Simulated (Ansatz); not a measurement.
**Si: stress in a strained cell**

Si is deformed so: equal xx and yy strain of -1 %. What stress and forces result, by LAPW, PAW and all-electron datasets made for the crystal?

Method: DFT LDA, scalar-relativistic, in Ansatz 0.2.0.

2 further runs of the same task are left out: 2 set aside as unsound or not needed.

**1. The system as given**

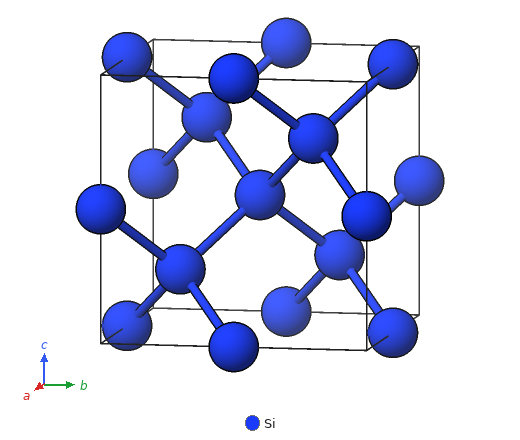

Start, viewed slightly off an axis; silicon blue. The cell drawn here is the conventional one.

As a file:

```xyz
2
Lattice="0.0000 2.7155 2.7155 2.7155 0.0000 2.7155 2.7155 2.7155 0.0000" Properties=species:S:1:pos:R:3 pbc="T T T"
Si    2.7155    2.7155    2.7155
Si    4.0732    4.0732    4.0732
```

Atoms are numbered in the order of the input: Si1, Si2.

**2. After the deformation**

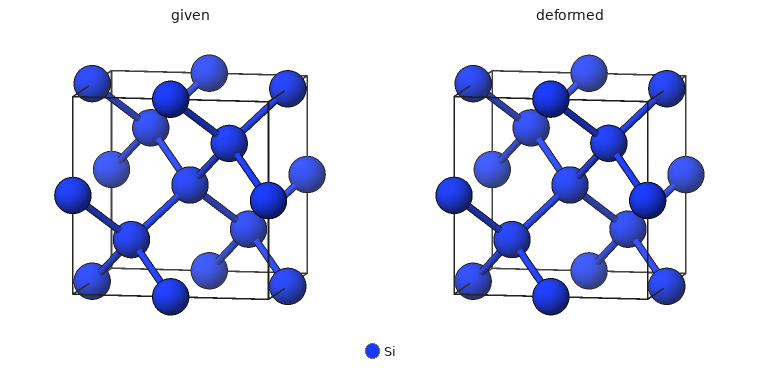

Given and deformed, at one scale.

Space group Fd-3m before, I4_1/amd after.

**3. LAPW, all electrons**

File input.yaml:

```yaml
crystal:
  lattice:
    - [0.0, 2.6883153, 2.71547]
    - [2.6883153, 0.0, 2.71547]
    - [2.6883153, 2.6883153, 0.0]
  atoms:
    - { symbol: Si, position: [0.5, 0.5, 0.5] }
    - { symbol: Si, position: [0.75, 0.75, 0.75] }
kpoints:
  mp_grid: { grid: [12, 12, 12] }
  band_path:
    path:
      - [0.0, 0.0, 0.0]
      - [0.0, 0.5, 0.5]
      - [0.25, 0.75, 0.5]
      - [0.0, 0.5, 0.0]
      - [0.0, 0.0, 0.0]
      - [0.5, 0.5, 0.0]
      - [0.3725125, 0.6274875, 0.0]
      - [-0.3725125, 0.3725125, 0.0]
      - [0.0, 0.0, 0.0]
    npoints: 5
scf:
  occupations: { method: fermi_dirac, width: 0.08 }
hamiltonian:
  xc: lda
  pseudopotentials: { kind: all_electron, lapw: { basis_error: 0.00025 } }
output:
  forces: true
  stress: true
  eigenvalues: true
```

Run with:

```sh
$ ansatz run input.yaml --threads 1 --pin off --max-ram 3072MiB --backend cpu --events-out ev --progress --plain --runs-dir out
```

The program printed, cut to the lines that bear on the results:

```text
LAPW: plane waves up to 8.473 Å⁻¹, error target 2.5e-4 eV per atom; small_component_spin mean_spin; Si in spheres of 1.168 Å, 12 of its electrons in bands, Dirac shells []
[...]
Pseudopotentials: kind: all_electron
Pseudopotential: Si, LAPW, valence charge 12, Koelling and Harmon's equation, gaussian nucleus
Functional definition: SPW92
[...]
Crystal: 2 atoms, lattice volume = 39.250 Å³
Basis set: ecut = 273.5267335401551 eV, 411 PW (Γ), exchange–correlation at level 2
Bands: 16, of which v1, the nominal top of the filled ones, is band 12 counted from 1 (11 counted from 0)
Symmetry: 16 space group operations
Space group: I41/amd (ITA 141), of the structure as read, at distance tolerance 3.4e-5 Å
k-points: 163 of 1728
[...]
SCF iter   1: F=—  HF=-15730.614870 eV  |F-HF|=—  |Δ(HF+E_count)|=         —  Δρ=4.38e-2  dr2=8.04e-1  ethr=3.34e-3  ⟨swp⟩=2.0  Hψ=18692  notcnv=0
[...]
the basis was enlarged: its passes take 179.2 KiB over the memory plan, 1 of 1 planned eigensolver slots
SCF iter   5: F=-15730.367333 eV  HF=-15730.367333 eV  |F-HF|=3.61e-9  |Δ(HF+E_count)|=   2.25e-6  Δρ=1.44e-5  dr2=8.71e-8  ethr=1.43e-8  ⟨swp⟩=2.1  Hψ=6757  notcnv=0
[...]
the search or the solves at the SCF's close seem to have found levels that the self-consistency loop had missed (the run counts 1). By its estimate they hold under 1e-12 electrons; where the run keeps them, the occupations were computed again with them
NSCF: frozen V_eff on 41 k-points
SCF converged after 5 iterations
Free energy (F): -15730.367333 eV
[...]
E sigma→0 (E₀):  -15730.367049 eV
Entropy (-TS):   -0.000567 eV (-0.283 meV/atom)
Fermi energy:    7.732512 eV
[...]
--- Forces (eV/Å), atoms counted from 1 ---
  atom   1  Si    -0.00000000    -0.00000000     0.00000000
  atom   2  Si    -0.00000000    -0.00000000     0.00000000
[...]
--- Stress (GPa, compression-positive) ---
        0.651447       0.000000       0.000000
        0.000000       0.651447       0.000000
        0.000000       0.000000      -0.327074
  P = ⅓ Tr σ = 0.3253 GPa (3.253 kbar)
--- Band table (eV; the first three rows and the last of 163) ---
  k-point 0: bands = ["-125.3213", "-125.3124", "-82.1646", "-82.1646", "-82.1639", "-82.1462", "-82.1462", "-82.1450", "-4.5797", "7.4736", "7.5456", "7.5456", "10.0470", "10.0470", "10.0825", "10.9297"]
[...]
```

Run time: 10 s. Hardware: 1 thread of Intel Xeon 6975P-C (Granite Rapids), shared host; peak memory 0.46 GiB.

This run gives: pressure 0.33 GPa; gap 0.39 eV.

**4. PAW on the default files**

File input.yaml:

```yaml
crystal:
  lattice:
    - [0.0, 2.6883153, 2.71547]
    - [2.6883153, 0.0, 2.71547]
    - [2.6883153, 2.6883153, 0.0]
  atoms:
    - { symbol: Si, position: [0.5, 0.5, 0.5] }
    - { symbol: Si, position: [0.75, 0.75, 0.75] }
kpoints:
  mp_grid: { grid: [12, 12, 12] }
scf:
  occupations: { method: fermi_dirac, width: 0.08 }
hamiltonian:
  xc: lda
  pseudopotentials: { kind: paw }
output:
  forces: true
  stress: true
  eigenvalues: true
  efg: { contact_densities: true }
```

Run with:

```sh
$ ansatz run input.yaml --threads 1 --pin off --max-ram 3072MiB --backend cpu --events-out ev --progress --plain --runs-dir out
```

The program printed, cut to the lines that bear on the results:

```text
[...]
Pseudopotentials: kind: paw
Pseudopotential: Si, paw, valence charge 4, recommended cutoff 420 eV (normal)
Functional definition: SPW92
[...]
Crystal: 2 atoms, lattice volume = 39.250 Å³
Basis set: ecut = 420 eV, 749 PW (Γ)
Bands: 8, of which v1, the nominal top of the filled ones, is band 4 counted from 1 (3 counted from 0)
Symmetry: 16 space group operations
Space group: I41/amd (ITA 141), of the structure as read, at distance tolerance 3.4e-5 Å
k-points: 163 of 1728
[...]
SCF iter   1: F=—  HF=-1217.296497 eV  |F-HF|=—  |Δ(HF+E_count)|=         —  Δρ=4.20e-3  dr2=4.08e-3  ethr=1.77e-3  ⟨swp⟩=5.9  Hψ=11512  notcnv=0
[...]
SCF iter   6: F=-1217.295681 eV  HF=-1217.295681 eV  |F-HF|=1.36e-12  |Δ(HF+E_count)|=   4.67e-9  Δρ=1.77e-7  dr2=7.35e-12  ethr=1.93e-10  ⟨swp⟩=2.1  Hψ=4564  notcnv=0
[...]
Entropy (-TS):   -0.000575 eV (-0.288 meV/atom)
Fermi energy:    6.470845 eV
[...]
--- Forces (eV/Å), atoms counted from 1 ---
  atom   1  Si    -0.00000000    -0.00000000     0.00000000
  atom   2  Si    -0.00000000    -0.00000000     0.00000000
[...]
--- Stress (GPa, compression-positive) ---
        0.713707       0.000000       0.000000
        0.000000       0.713707       0.000000
        0.000000       0.000000      -0.262740
  P = ⅓ Tr σ = 0.3882 GPa (3.882 kbar)
--- PAW observables at the nuclei: V_zz in 10²¹ V/m², potentials from the cell's mean, atoms counted from 1 ---
  atom   1  Si V_zz =    -0.008858   η = 0.0000   by run symmetry: allowed
            electrostatic potential = -1359.047762 V   contact ρ = 12691.945976 e/Å³
  atom   2  Si V_zz =    -0.008858   η = 0.0000   by run symmetry: allowed
            electrostatic potential = -1359.047762 V   contact ρ = 12691.945976 e/Å³
--- Band table (eV; the first three rows and the last of 163) ---
  k-point 0: bands = ["-5.8408", "6.2135", "6.2854", "6.2854", "8.7849", "8.7849", "8.8203", "9.6697"]
[...]
```

It took 2.3 s on 1 thread of Intel Xeon 6975P-C (Granite Rapids), shared host; peak memory 0.39 GiB.

Result: pressure 0.39 GPa; gap on the k mesh 0.38 eV.

**5. All-electron PAW on datasets made for the crystal**

Edit input.yaml of step 4 so:

```diff
@@ -14,3 +14,3 @@
   xc: lda
-  pseudopotentials: { kind: paw }
+  pseudopotentials: { kind: all_electron, datasets: crystal }
 output:
```

Run with:

```sh
$ ansatz run input.yaml --threads 1 --pin off --max-ram 3072MiB --backend cpu --events-out ev --progress --plain --runs-dir out
```

The program printed, cut to the lines that bear on the results:

```text
[...]
band count auto-derived: 9 (N_el = 8.0; filled up to band 4; 8 by the electrons, moments and atoms)
[...]
Pseudopotentials: kind: all_electron
Pseudopotential: Si, paw, valence charge 4, recommended cutoff 200 eV (normal), Koelling and Harmon's equation, gaussian nucleus
Functional definition: SPW92
[...]
Crystal: 2 atoms, lattice volume = 39.250 Å³
Basis set: ecut = 200 eV, 259 PW (Γ)
Bands: 9, of which v1, the nominal top of the filled ones, is band 4 counted from 1 (3 counted from 0)
Symmetry: 16 space group operations
Space group: I41/amd (ITA 141), of the structure as read, at distance tolerance 3.4e-5 Å
k-points: 163 of 1728
[...]
SCF iter   1: F=—  HF=-15730.610877 eV  |F-HF|=—  |Δ(HF+E_count)|=         —  Δρ=4.70e-2  dr2=8.54e-1  ethr=9.39e-3  ⟨swp⟩=3.2  Hψ=9958  notcnv=0
[...]
--- Forces (eV/Å), atoms counted from 1 ---
  atom   1  Si     0.00000000     0.00000000     0.00000000
  atom   2  Si    -0.00000000    -0.00000000     0.00000000
[...]
--- Stress (GPa, compression-positive) ---
        0.651316       0.000000       0.000000
        0.000000       0.651316       0.000000
        0.000000       0.000000      -0.327169
  P = ⅓ Tr σ = 0.3252 GPa (3.252 kbar)
--- PAW observables at the nuclei: V_zz in 10²¹ V/m², potentials from the cell's mean, atoms counted from 1 ---
  atom   1  Si V_zz =    -0.006067   η = 0.0000   by run symmetry: allowed
            electrostatic potential = -1355.729323 V   contact ρ = 12700.747856 e/Å³
  atom   2  Si V_zz =    -0.006067   η = 0.0000   by run symmetry: allowed
            electrostatic potential = -1355.729323 V   contact ρ = 12700.747856 e/Å³
--- Band table (eV; the first three rows and the last of 163) ---
  k-point 0: bands = ["-4.5795", "7.4738", "7.5458", "7.5458", "10.0472", "10.0472", "10.0826"]
[...]
```

Run time: 3.5 s. Hardware: 1 thread of Intel Xeon 6975P-C (Granite Rapids), shared host; peak memory 0.38 GiB.

This run gives: pressure 0.33 GPa; gap on the k mesh 0.39 eV.

**6. Side by side**

Stress (GPa, compression positive):

| method | xx | yy | zz | yz | xz | xy |
| --- | --- | --- | --- | --- | --- | --- |
| LAPW, undeformed (earlier run) | -1.55 | -1.55 | -1.55 | 0.00 | 0.00 | 0.00 |
| LAPW | 0.65 | 0.65 | -0.33 | 0.00 | 0.00 | 0.00 |
| PAW | 0.71 | 0.71 | -0.26 | 0.00 | 0.00 | 0.00 |
| crystal datasets | 0.65 | 0.65 | -0.33 | 0.00 | 0.00 | 0.00 |

```
          method  pressure (GPa)  gap on the k mesh (eV)  Vzz Si1 (10²¹ V/m²)  SCF cycles, all passes
            LAPW            0.33                    0.39                    –                       5
             PAW            0.39                    0.38                -0.01                       6
crystal datasets            0.33                    0.39                -0.01                       6
```

**7. Outcome**

```
                                 quantity                                           value
                                 pressure  LAPW 0.33, PAW 0.39, crystal datasets 0.33 GPa
largest shear or deviatoric stress (LAPW)                                        0.65 GPa
```

**Reading.** Against the undeformed cell the largest change of stress is +2.20 GPa, in the xx component (others tie with it), with the atoms carried along and not relaxed. PAW: stress within 0.06 GPa of LAPW. Crystal datasets: stress within 0.01 GPa of LAPW.
